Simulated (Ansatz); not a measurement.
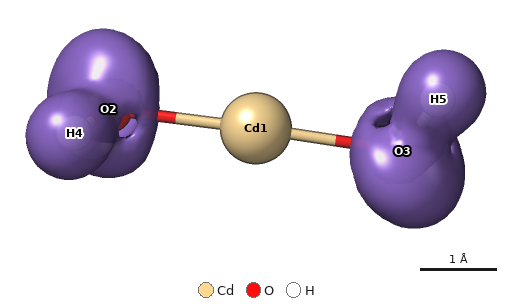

Figure 1: CdH2O2. Isosurface of the electron localisation function at 0.75 (purple), seen from one side. Core shells and regions of very low density are left out.

Geometry: PBE0-D4/def2-SVP; core potentials replace the inner electrons of Cd.

These are results of isolated molecule in a Gaussian basis; Kohn-Sham density functional theory, functional PBE0 (Ansatz 0.2.0), not measurements.

The calculation's input:

```
crystal:
  periodic: [false, false, false]
  atoms:
    - symbol: Cd
      position_ang: [0.045803, 0.013122, -0.195963]
    - symbol: O
      position_ang: [-1.830031, 0.248394, -0.709026]
    - symbol: O
      position_ang: [1.961347, -0.211111, 0.147158]
    - symbol: H
      position_ang: [-2.406559, -0.316817, -0.182509]
    - symbol: H
      position_ang: [2.229440, 0.266422, 0.940339]
basis:
  gaussian:
    orbitals: def2-TZVPD
hamiltonian:
  xc: pbe0
output: {forces: true, orbitals: {seedname: orbitals}}
```

Run with:

```sh
ansatz run input.yaml --threads 2 --pin off --max-ram 5220MiB --events-out events.jsonl --progress --plain --runs-dir runs
```

**What do the ELF domains correspond to?**

The surface consists of two joined regions spread over several atoms (H, O), in which their bonds and any lone pairs are merged. Profiles from the grid: Cd–O (1.96 Å): the ELF peaks at about 0.85 in the valence shell of O, 0.6 Å from its nucleus, and is about 0.15 at the midpoint. O–H (0.96 Å): the ELF climbs to about 1 towards the hydrogen, as it does in any bond to H: a covalent bond by its length.
